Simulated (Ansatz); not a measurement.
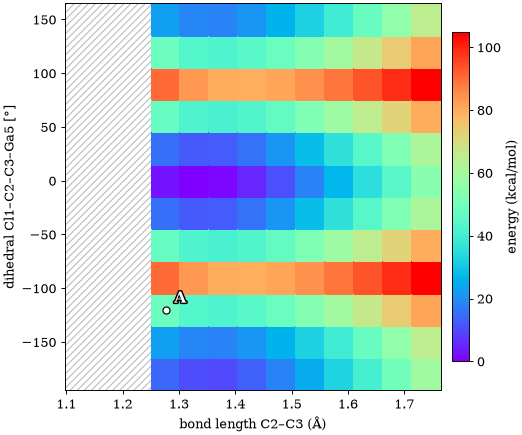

C₂H₃Cl₂Ga, SMILES ClC=[C](Cl)[GaH2]. The first coordinate is: bond length C2–C3; the second: dihedral Cl1–C2–C3–Ga5. Nothing is relaxed (all other coordinates rigid). Grid: 13 × 12 points. At 36 points there is no value. Energies are in kcal/mol, from the lowest grid point. Energies and slopes of some neighbouring points disagree (a jump in structure or state, or too coarse a mesh). The dihedral twists a double bond; near 90° a spin-restricted reference is unreliable. The calculation used RKS r2SCAN-D4/def2-SVP (Ansatz).

Drawn: one coloured cell a grid point, hatched blanks where no value was computed, the point A.

Q: Which way does the force act at A, and how strong is it?

A: A, at bond length C2–C3 = 1.277 Å, dihedral Cl1–C2–C3–Ga5 = −120°, is not a stationary point. The computed force is 136 kcal/mol for each Å towards larger values of bond length C2–C3 and 1.1 kcal/mol for each degree towards smaller values of dihedral Cl1–C2–C3–Ga5.
